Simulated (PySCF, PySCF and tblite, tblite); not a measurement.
# C₃H₂F₆: conformers and averaged spectra, part 2 of 2

PySCF and tblite. Atoms count from 0. Earlier steps stand in the parts before.

## (10) Couplings, conformer 2: B3LYP/pcJ-1+pcSseg-1

Job settings and geometry (Å):

```
{"job": {"xc": "B3LYP", "basis": {"default": "pcSseg-1", "H": "pcJ-1", "F": "pcJ-1"}, "nuclei": ["H", "F", "P", "Si", "B"], "kind": "j"}, "charge": 0, "multiplicity": 1}
F      2.381983    -0.462769    -0.064843
C      1.228539     0.163694    -0.408127
C      0.083459    -0.425952     0.392619
F     -0.021251    -1.744956     0.156847
F      0.293926    -0.251040     1.708444
C     -1.272404     0.216657     0.047926
F     -2.245975    -0.333097     0.750212
F     -1.234179     1.521636     0.307532
F     -1.530822     0.055964    -1.248183
H      1.298902     1.240509    -0.187605
H      1.023246     0.022026    -1.480785
```

Output:

```text
coarse grid: 11016 points
cycle   1  E = -714.2423826505  dE =  1.507e+00  |g| = 1.231e+00  |ddm| = 2.739e+00
cycle   2  E = -713.8187316513  dE =  4.237e-01  |g| = 2.127e+00  |ddm| = 1.685e+00
cycle   3  E = -714.4782561845  dE = -6.595e-01  |g| = 6.498e-02  |ddm| = 1.103e+00
cycle   4  E = -714.4785157190  dE = -2.595e-04  |g| = 5.340e-02  |ddm| = 6.017e-02
cycle   5  E = -714.4789555009  dE = -4.398e-04  |g| = 1.218e-02  |ddm| = 3.197e-02
cycle   6  E = -714.4789743620  dE = -1.886e-05  |g| = 2.364e-03  |ddm| = 6.321e-03
cycle   7  E = -714.4789752761  dE = -9.141e-07  |g| = 5.682e-04  |ddm| = 1.899e-03
final grid: 113992 points
cycle   8  E = -714.5621093766  dE = -2.330e-04  |g| = 8.466e-03  |ddm| = 1.856e-02
cycle   9  E = -714.5620959812  dE =  1.340e-05  |g| = 1.277e-02  |ddm| = 1.022e-02
cycle  10  E = -714.5621194040  dE = -2.342e-05  |g| = 6.982e-04  |ddm| = 6.209e-03
cycle  11  E = -714.5621194619  dE = -5.787e-08  |g| = 4.035e-04  |ddm| = 8.123e-04
cycle  12  E = -714.5621194895  dE = -2.759e-08  |g| = 6.026e-05  |ddm| = 2.914e-04
cycle  13  E = -714.5621194899  dE = -4.495e-10  |g| = 1.967e-05  |ddm| = 3.636e-05
converged SCF energy = -714.5621194899

Indirect spin-spin couplings (Hz)
  i      j    bonds     total        FC       PSO       DSO        SD
  0 F    3 F    3    -14.968    -3.628   -12.644     0.253     1.051
  0 F    4 F    3    -15.241    -3.818   -12.383     0.223     0.737
  0 F    6 F    4     14.960     1.694     6.892    -1.269     7.642
  0 F    7 F    4     -0.344    -0.244     1.924    -0.841    -1.183
  0 F    8 F    4     -0.535    -0.290     1.700    -0.823    -1.121
  0 F    9 H    2     53.202    46.800    10.452    -0.909    -3.140
  0 F   10 H    2     53.341    46.990    10.407    -0.902    -3.153
  3 F    4 F    2    237.710    48.087   107.662     0.017    81.944
  3 F    6 F    3    -19.868    -6.047   -14.916     0.464     0.630
  3 F    7 F    3     20.548   -14.789    14.632    -1.542    22.247
  3 F    8 F    3    -14.227    -4.258    -8.469     0.409    -1.909
  3 F    9 H    3     27.559    28.942     0.718    -1.889    -0.212
  3 F   10 H    3      4.531     3.244     1.228     0.415    -0.356
  4 F    6 F    3    -19.760    -6.235   -14.295     0.429     0.341
  4 F    7 F    3    -14.633    -4.396    -9.076     0.433    -1.594
  4 F    8 F    3     21.323   -14.818    15.199    -1.541    22.483
  4 F    9 H    3      5.105     3.831     1.191     0.454    -0.372
  4 F   10 H    3     28.332    29.704     0.729    -1.884    -0.217
  6 F    7 F    2     60.080    33.550   -23.463    -0.182    50.174
  6 F    8 F    2     60.560    34.117   -23.580    -0.177    50.201
  6 F    9 H    4     -1.163    -0.787     0.999    -1.314    -0.061
  6 F   10 H    4     -1.195    -0.815     0.988    -1.302    -0.067
  7 F    8 F    2     63.365    31.898   -19.571    -0.150    51.187
  7 F    9 H    4      3.699     3.827    -1.714     1.763    -0.177
  7 F   10 H    4      1.032     0.801     0.525    -0.077    -0.217
  8 F    9 H    4      1.076     0.865     0.507    -0.078    -0.218
  8 F   10 H    4      3.936     4.099    -1.813     1.830    -0.180
  9 H   10 H    2    -12.493   -12.429     1.251    -1.315         -
```

It took 67 s on 1 thread of Intel Xeon at 2.70GHz, shared host; peak memory 0.98 GiB.

In short: HOMO -9.95 eV, LUMO 0.86 eV; dipole 1.95 D.

## (11) Averages: properties at WP04/pcSseg-1 in chloroform

Job settings and geometry (Å):

```
{"job": {"study": "conf", "smiles": "FCC(F)(F)C(F)(F)F", "search": {"seed": 3352, "n_embed": 90, "ff_keep": 14, "window": 3.0, "nmax": 8, "temps": [150, 200, 250, 298.15, 400], "t_ref": 298.15, "order": 0.0005, "geom": true}, "level": {"nmr": {"xc": "WP04", "basis": "pcSseg-1", "solvent": "chloroform"}, "sp": {"xc": "B3LYP", "basis": "def2-TZVP", "solvent": "chloroform"}, "j": {"xc": "B3LYP", "basis": {"default": "pcSseg-1", "H": "pcJ-1", "F": "pcJ-1"}, "nuclei": ["H", "F", "P", "Si", "B"], "top": 4}}, "kind": "conf"}, "charge": 0, "multiplicity": 1}
F      1.635789     1.029775    -0.567973
C      1.317628    -0.058998     0.179011
C     -0.071548    -0.557528    -0.166534
F     -0.107876    -1.015561    -1.428368
F     -0.354440    -1.576975     0.667994
C     -1.195233     0.487592    -0.022226
F     -2.378181    -0.096039    -0.144191
F     -1.122679     1.054950     1.180996
F     -1.085496     1.428367    -0.945342
H      2.017512    -0.885017    -0.029880
H      1.349949     0.192107     1.250551
```

Output:

```text
conformer  sym    E(xTB)   E(DFT)   G(298.15 K)  weight  dipole/D
    1     C1      0.000    0.000    0.000   0.7070    2.291
    2     Cs      1.124    0.214    0.522   0.2930    2.265

mean shielding (ppm) by class
class atoms           150 K      200 K      250 K   298.15 K      400 K
  0 F  0            430.253    430.581    430.798    430.945    431.147
  1 C  1             89.479     89.486     89.492     89.495       89.5
  2 C  2             52.423       52.4     52.386     52.376     52.362
  3 F  3,4          315.397    315.493    315.557      315.6    315.659
  4 C  5              43.85     43.852     43.853     43.854     43.855
  5 F  6,7,8        268.761    268.802    268.829    268.848    268.873
  6 H  9,10           26.63     26.631     26.631     26.631     26.631
```

It took 4.4 min on 1 thread of Intel Xeon at 2.70GHz, shared host. This counts the runs that the step sums up.

The search (ETKDG and KDG, MMFF94s, GFN2-xTB) embedded 90 structures, kept 2 distinct ones after the force field and 2 after xTB; 2 were carried on (window 3.0 kcal/mol at the search's own energies). Energies: B3LYP/def2-TZVP in chloroform with D3(BJ).

The conformers at 298 K:

```
no.  group  mirror pair  ΔE xTB  ΔE DFT    ΔG  weight (%)  μ (D)  F0–C1–C2–F3 (°)     A, B, C (GHz)
  1     C1          yes    0.00    0.00  0.00        70.7   2.29               66  2.06, 1.56, 1.32
  2     Cs           no    1.12    0.21  0.52        29.3   2.27              -59  2.57, 1.23, 1.19
```

Energies in kcal/mol. ΔG holds xTB vibrations and rotation, symmetry numbers and mirror pairs.

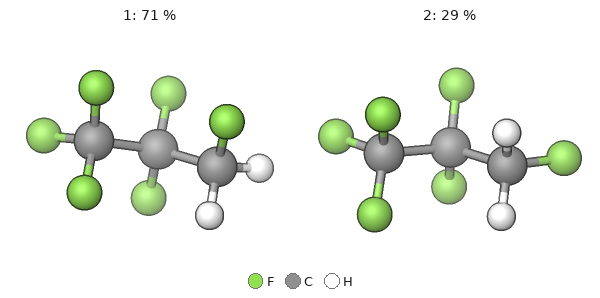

The conformers with their weights.

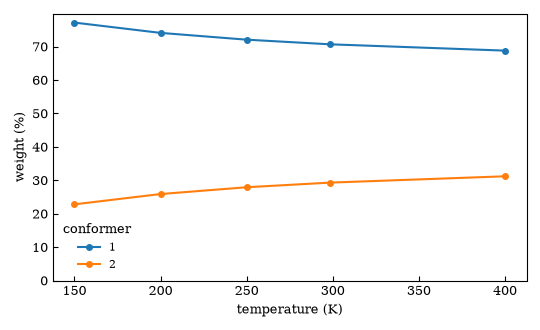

Weights against temperature.

How the weights hang on the way they are made:

```
                      scheme    1   2  mean μ (D)
             DFT free energy   71  29        2.28
DFT energy, symmetry counted   74  26        2.28
            DFT energy alone   59  41        2.28
xTB energy, symmetry counted   93   7        2.29
             xTB free energy   92   8        2.29
       lowest conformer only  100   0        2.29
               equal weights   50  50        2.28
```

Shifts against references run at the same level (19F CFCl3 180.0, 1H TMS 31.55, 13C TMS 173.1 ppm of shielding), by class of atoms, at 298 K:

```
     atoms                                 environment   no. 1   no. 2  average
        C5                                  CF3 carbon   129.3   129.2    129.3
        C2  fully substituted sp3 carbon bonded to 2 F   120.5   121.3    120.7
        C1                         sp3 CH2 bonded to F    83.7    83.4     83.6
   H9, H10          hydrogen on an sp3 CH2 bonded to F    4.92    4.91     4.92
F6, F7, F8                     fluorine of a CF3 group   -88.5   -89.8    -88.9
    F3, F4                     fluorine of a CF2 group  -134.7  -137.8   -135.6
        F0                   fluorine on an sp3 carbon  -247.9  -258.5   -251.0
```

Couplings (Hz, B3LYP/pcJ-1+pcSseg-1; one pair named for each class), from conformers that hold 100 % of the weight:

```
  pair  bonds  no. 1  no. 2  average
 F3–F4      2  269.3  237.7    260.1
 F6–F7      2   60.5   61.3     60.7
 F0–H9      2   53.0   53.3     53.0
H9–H10      2  -12.2  -12.5    -12.3
 F0–F3      3  -30.3  -15.1    -25.9
 F3–H9      3    7.4   27.9     13.4
F3–H10      3   16.6    4.8     13.2
 F3–F6      3   -4.7   -4.4     -4.6
 F0–F6      4    8.8    4.7      7.6
 F6–H9      4    1.5    1.2      1.4
```

## (12) What came out

What follows sums up all 2 parts.

| quantity | value |
| --- | --- |
| conformers | 2; the first in weight is no. 1 (C1), 71 % at 298 K |
| root-mean-square dipole | 2.28 D |
| averaged 13C shifts (WP04/pcSseg-1 in chloroform) | 129.3, 120.7, 83.6 ppm |
| averaged 1H shifts (WP04/pcSseg-1 in chloroform) | 4.92 ppm |
| averaged 19F shifts (WP04/pcSseg-1 in chloroform) | -88.9, -135.6, -251.0 ppm |

**Reading.** At 298 K conformer 1 holds 71 % of the ensemble (77 % at 150 K, 69 % at 400 K). Among conformers over 5 %, C2 differs by 0.7 ppm, while the average moves by 0.1 ppm from 150 to 400 K. Among vicinal couplings, F3–H9 differs most between the conformers listed (7.4 for no. 1, 27.9 for no. 2; average 13.4 Hz).
